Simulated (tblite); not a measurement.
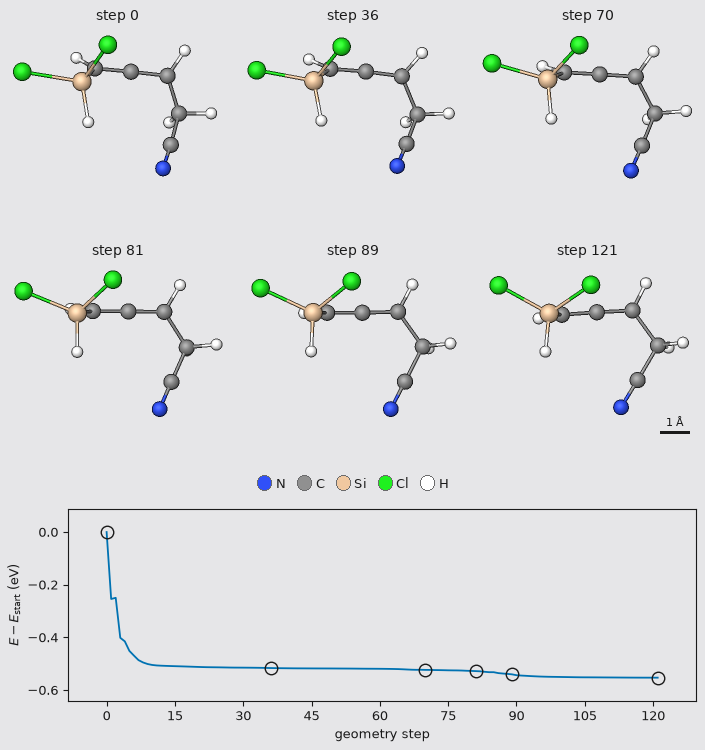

Frames of a relaxation of C₅H₅Cl₂NSi, marked on the history of the run. A ball-and-stick model, seen from a free direction.

Method: GFN2-xTB geometry optimisation, gas phase (tblite 0.8.0). 

What happens along the run?

The atom that moves furthest after the best rigid fit is an H atom (1.09 Å). Largest moves by element: H 1.09 Å, N 1.02 Å, Cl 0.79 Å, C 0.46 Å, Si 0.25 Å. Near-neighbour distances that change, for instance: Cl–Si 2.117 → 2.018 Å, C–Si 1.813 → 1.887 Å, C–C 1.448 → 1.512 Å, C–C 1.485 → 1.441 Å. Bond angles that change, for instance: C–C–H 128.6° → 115.5°, Si–C–H 128.0° → 117.7°, C–C–C 115.8° → 123.4°. Groups turn about C–C by about 55°, C–Si by about 35°. The energy falls by 0.553 eV in 121 geometry steps. The run took 1.2 s on 1 thread of Arm Neoverse V1, on a shared host. From step 0 to 36: Si and H atoms move most (0.15 Å), energy −0.516 eV. From step 36 to 70: the N atom moves most (0.32 Å), energy −0.007 eV. From step 70 to 81: N and H atoms move most (0.33 Å), energy −0.005 eV. From step 81 to 89: an H atom moves most (0.25 Å), energy −0.012 eV. From step 89 to 121: an H atom moves most (0.24 Å), energy −0.013 eV.

```json
{"step": "0", "E − E(0), eV": "0.0000"}
{"step": "1", "E − E(0), eV": "-0.2541"}
{"step": "2", "E − E(0), eV": "-0.2496"}
{"step": "3", "E − E(0), eV": "-0.4014"}
{"step": "4", "E − E(0), eV": "-0.4150"}
{"step": "5", "E − E(0), eV": "-0.4511"}
{"step": "6", "E − E(0), eV": "-0.4690"}
{"step": "7", "E − E(0), eV": "-0.4861"}
{"step": "8", "E − E(0), eV": "-0.4950"}
{"step": "9", "E − E(0), eV": "-0.5009"}
{"step": "10", "E − E(0), eV": "-0.5045"}
{"step": "16", "E − E(0), eV": "-0.5096"}
{"step": "22", "E − E(0), eV": "-0.5130"}
{"step": "28", "E − E(0), eV": "-0.5145"}
{"step": "33", "E − E(0), eV": "-0.5152"}
{"step": "39", "E − E(0), eV": "-0.5169"}
{"step": "45", "E − E(0), eV": "-0.5176"}
{"step": "51", "E − E(0), eV": "-0.5180"}
{"step": "57", "E − E(0), eV": "-0.5188"}
{"step": "63", "E − E(0), eV": "-0.5198"}
{"step": "68", "E − E(0), eV": "-0.5230"}
{"step": "74", "E − E(0), eV": "-0.5244"}
{"step": "80", "E − E(0), eV": "-0.5271"}
{"step": "86", "E − E(0), eV": "-0.5354"}
{"step": "92", "E − E(0), eV": "-0.5456"}
{"step": "98", "E − E(0), eV": "-0.5496"}
{"step": "103", "E − E(0), eV": "-0.5511"}
{"step": "109", "E − E(0), eV": "-0.5518"}
{"step": "115", "E − E(0), eV": "-0.5525"}
{"step": "121", "E − E(0), eV": "-0.5528"}
```
